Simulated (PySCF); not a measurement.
Ge(OH)3(SiMe3), SMILES C[Si](C)(C)[Ge]([OH])([OH])[OH], singlet at its GFN2-xTB optimised geometry (Å):

```
20

C     -1.4853    -1.5833    -1.5689
Si    -0.8903    -0.6778     0.0000
C     -1.4859    -1.5837     1.5684
C     -1.4857     1.1335     0.0000
Ge     1.5062    -0.6778     0.0000
O      2.2466    -1.6890    -1.2680
O      2.2485    -1.2698     1.5087
O      2.2461     0.9259    -0.2416
H     -1.2056    -1.0364    -2.4650
H     -1.0395    -2.5718    -1.6377
H     -2.5645    -1.7022    -1.5761
H     -1.0424    -1.1475     2.4593
H     -2.5654    -1.5325     1.6733
H     -1.2041    -2.6326     1.5441
H     -2.5643     1.1992    -0.1058
H     -1.0351     1.6890    -0.8179
H     -1.2118     1.6345     0.9243
H      2.5574    -1.1802    -2.0126
H      2.5587    -2.1692     1.4400
H      2.5643     1.3123     0.5704
```

Level of theory: B3LYP/def2-SVP (PySCF). Cells within 0.4 Å of a nucleus heavier than hydrogen are left out (blank, or x).

Map of the deformation density (molecule minus spherical neutral atoms) (e/bohr³) on the plane z = 0.0 Å:

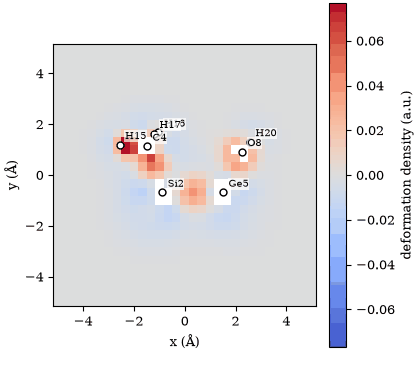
Deformation density (molecule minus spherical neutral atoms) (e/bohr³) on the plane z = 0.0 Å.
